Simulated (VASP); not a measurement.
Band structure of LiNbO3 (space group R3c). Method: r2SCAN meta-GGA, VASP's PBE PAW potentials (set 64) (plane waves; VASP).

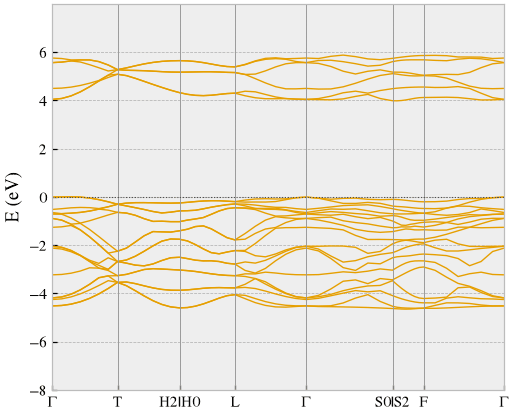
Figure. Bands along high-symmetry lines, zero at the valence-band maximum or, without a gap, the Fermi level

Task: Read the plot: is there a gap, and where are the band edges?

Result: The gap is indirect, 3.98 eV, from the valence maximum at Γ-T at 0.29 to the conduction minimum at S2-F at 0.14.

The structure comes from a measured LiNbO3 entry (R3c) of the Crystallography Open Database, whose conditions weren't checked. It was relaxed first.
